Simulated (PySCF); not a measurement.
# PbH4: structure of the singlet

The task is one start of a wider search on PbH4: the singlet, from a BP86 minimum start. It is relaxed, tested by its Hessian and followed downhill if it is a saddle.

Method: BP86, basis Pb def2-TZVP with ECP60, H def2-TZVP, scalar-relativistic core potentials, no spin–orbit coupling, density fitting; program: PySCF 2.14.0.

### Step 1. Starting geometry

5 atoms, charge 0, spin multiplicity 1.

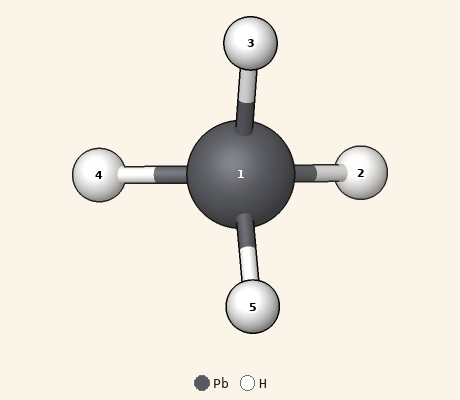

As it starts; lead dark grey, hydrogen white; atoms are numbered from 1 in the order of the file.

Z-matrix (Å, degrees; charge 0 multiplicity 1):
```
Pb
H  1 1.7683
H  1 1.7683 2 109.47
H  1 1.7683 2 109.47 3 120.00
H  1 1.7683 2 109.47 3 -120.00
```

### Step 2. First SCF at the start

One driver script runs all steps and calls PySCF; scf.py shows how it sets up the SCF of each step. The optimiser is the driver's own. The state is first sought with PBE. After this first run the driver tries any further starts and a stability analysis.

The input, scf.py:

```python
from pyscf import gto, scf, dft
mol = gto.M(atom='''
Pb    -0.000000    -0.000000    -0.000000
H     -1.020940    -1.020940     1.020940
H      1.020940    -1.020940    -1.020940
H     -1.020940     1.020940    -1.020940
H      1.020940     1.020940     1.020940''',
    basis={'Pb': 'def2-TZVP', 'H': 'def2-TZVP'},
    ecp={'Pb': 'def2-TZVP'},
    charge=0, spin=0)
mf = dft.RKS(mol, xc='PBE')
mf.grids.atom_grid = (50, 194)
aux = {'Pb': 'def2-universal-JKFIT', 'H': 'def2-universal-JKFIT'}
mf = mf.density_fit(auxbasis=aux)
mf.conv_tol = 1e-08
mf.diis_space = 10
mf.max_cycle = 60
mf.init_guess = 'minao'
mf.verbose = 4
mf.kernel()
```

Started as:

```bash
OMP_NUM_THREADS=2 python axn.py task.json out
```

The program printed:

```text
init E= -163.165171000138
  HOMO = -0.767952717193567  LUMO = -0.476245880492144  gap/eV = 7.93775
cycle= 1 E= -194.012688743039  delta_E= -30.8  |g|= 2.31  |ddm|= 10.7
  HOMO = -0.0446262864719825  LUMO = 0.0943852631122859  gap/eV = 3.78270
cycle= 2 E= -191.246541974114  delta_E= 2.77  |g|= 4.82  |ddm|= 6.94
  HOMO = -0.277373435475668  LUMO = -0.0446166778150356  gap/eV = 6.33363
cycle= 3 E= -195.192430644929  delta_E= -3.95  |g|= 0.303  |ddm|= 3.24
  HOMO = -0.276200994979275  LUMO = -0.0466954551025296  gap/eV = 6.24516
cycle= 4 E= -195.213901401881  delta_E= -0.0215  |g|= 0.0355  |ddm|= 0.456
  HOMO = -0.283027945697809  LUMO = -0.0526574791157293  gap/eV = 6.26870
cycle= 5 E= -195.214479415228  delta_E= -0.000578  |g|= 0.0111  |ddm|= 0.0733
  HOMO = -0.283877548857768  LUMO = -0.0534102621206625  gap/eV = 6.27133
cycle= 6 E= -195.214519145737  delta_E= -3.97e-05  |g|= 0.000552  |ddm|= 0.0205
  HOMO = -0.283623463976811  LUMO = -0.0532123287050252  gap/eV = 6.26981
cycle= 7 E= -195.214519296163  delta_E= -1.5e-07  |g|= 5.36e-05  |ddm|= 0.00133
  HOMO = -0.283632243222959  LUMO = -0.0532183750545627  gap/eV = 6.26988
cycle= 8 E= -195.214519297487  delta_E= -1.32e-09  |g|= 1.5e-06  |ddm|= 0.000125
  HOMO = -0.283631608499617  LUMO = -0.0532178730329846  gap/eV = 6.26988
Extra cycle  E= -195.214519297488  delta_E= -4.83e-13  |g|= 4.89e-07  |ddm|= 2.14e-06
converged SCF energy = -195.214519297488
```

This step, with its further starts and checks, ran for 3.4 s (2 threads of Intel Xeon 6975P-C (Granite Rapids), shared host).

The test of internal stability found no lower closed-shell solution.

### Step 3. BP86 minimum start, singlet: relaxation

The program finds Td symmetry in the start, which this walk keeps. Threshold on the gradient: 0.0003 Eh/bohr, with a further test on the energy change.

Edit scf.py of step 2 so:

```diff
@@ -3 +3 @@
-Pb    -0.000000    -0.000000    -0.000000
+Pb     0.000000     0.000000     0.000000
@@ -11 +11 @@
-mf = dft.RKS(mol, xc='PBE')
+mf = dft.RKS(mol, xc='B88,P86')
@@ -18 +17,0 @@
-mf.init_guess = 'minao'
```

Energy and gradient, step by step:

| step | energy (Eh) | change (kJ/mol) | largest symmetric gradient (Eh/bohr) |
| --- | --- | --- | --- |
| 0 | -195.357039 | 0.00 | 0.00004 |

The walk took 1 s.

After 0 steps and 0.0 kJ/mol it ends at Td: Pb–H 1.768 Å (×4); H–Pb–H 109.5° (×6).

### Step 4. Frequencies

The point is checked on the finer grid, and tightened if its gradient asks for it. The Hessian and the dipole derivatives come from central differences of analytic gradients, with steps of 0.02 bohr.

Edit scf.py of step 3 so:

```diff
@@ -3 +3 @@
-Pb     0.000000     0.000000     0.000000
+Pb    -0.000000    -0.000000    -0.000000
@@ -12 +12 @@
-mf.grids.atom_grid = (50, 194)
+mf.grids.atom_grid = (75, 302)
@@ -15 +15 @@
-mf.conv_tol = 1e-08
+mf.conv_tol = 1e-10
```

This SCF starts from the last density.

SCF at the final geometry:

```text
init E= -195.357158057715
  HOMO = -0.288231304267834  LUMO = -0.0580152886110028  gap/eV = 6.26450
cycle= 1 E= -195.357158057713  delta_E= 1.48e-12  |g|= 2.06e-07  |ddm|= 5.35e-07
  HOMO = -0.288231330215154  LUMO = -0.0580153119416016  gap/eV = 6.26450
Extra cycle  E= -195.357158057715  delta_E= -2.19e-12  |g|= 2.64e-07  |ddm|= 6.58e-07
converged SCF energy = -195.357158057715
```

The whole step took 10 s.

Geometry: Td; Pb–H 1.768 Å (×4); H–Pb–H 109.5° (×6).

Harmonic modes (main isotopes):

| symmetry | ω (cm⁻¹) | IR (km/mol) | μ (u) |
| --- | --- | --- | --- |
| t2 | 586 | 367 | 1.02 |
| e | 661 | 0.0 | 1.01 |
| a1 | 1764 | 0.0 | 1.01 |
| t2 | 1802 | 632 | 1.01 |

Every mode is real; the point is a minimum.

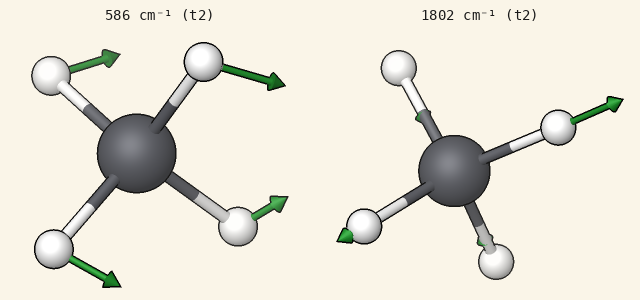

Displacements of 2 of the modes, as arrows (one member where a mode is degenerate).

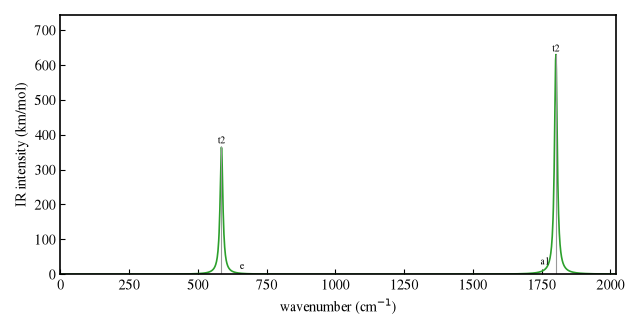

The harmonic infrared spectrum (widths in cm⁻¹). Lines are broadened to a width of 12 cm⁻¹ (Lorentzian).

Constants and moments:

```
Dipole moment                                                   : 0.00 D
Highest occupied level                                          : -7.84 eV
Lowest empty level                                              : -1.58 eV
Rotational constants                                            : 2.006, 2.006, 2.006 cm⁻¹
Zero-point energy                                               : 61.3 kJ/mol
Principal polarisabilities                                      : 48.8, 48.8, 48.8 bohr³
Atomisation energy without zero-point energy                    : 973 kJ/mol
Principal traceless quadrupole moments about the centre of mass : 0.00, 0.00, 0.00 D Å
Entropy at 298.15 K and 1 bar                                   : 239.1 J/(mol K)
Heat capacity Cp at 298.15 K                                    : 54.6 J/(mol K)
Enthalpy at 298.15 K above 0 K                                  : 11.93 kJ/mol
Rotational symmetry number                                      : 12
```

Populations by atom (charges in e):

```csv
atom,Mulliken,Löwdin,polar tensor,Mayer order to Pb1
Pb1,0.25,0.16,1.09,–
"H2,3,4,5",-0.06,-0.04,-0.27,0.88
```

Outer orbital energies (eV). occupied: -21.41, -21.41, -21.19, -21.19, -14.07, -7.84, -7.84, -7.84; empty: -1.58, 0.09, 0.09, 0.09.

Mulliken populations on Pb1 (outside its core potential): s 3.54, p 8.18, d 10.01, f 0.02.

### Step 5. What came out

| quantity | value |
| --- | --- |
| minimum | singlet, Td |
| geometry | Pb–H 1.768 Å (×4); H–Pb–H 109.5° (×6) |
| wavenumbers (cm⁻¹) | 586 (t2), 661 (e), 1764 (a1), 1802 (t2) |
| dipole moment | 0.00 D |
| highest occupied, lowest empty level | -7.84, -1.58 eV |
| polar-tensor charge of Pb1 | +1.09 e |
| zero-point energy | 61.3 kJ/mol |
| entropy at 298.15 K | 239.1 J/(mol K) |
| atomisation energy (no zero-point energy) | 973 kJ/mol |

In words: The molecule stays Td, as typed, and the end point is a minimum. The strongest infrared band lies at 1802 cm⁻¹ (t2, stretch). The dipole vanishes although Pb1 carries +1.1 e by the polar tensor: the bond dipoles cancel. Other starts or spin states, not run here, may lie lower. With an element this heavy the missing spin–orbit coupling can shift these numbers.

The search up to here took 15 s.
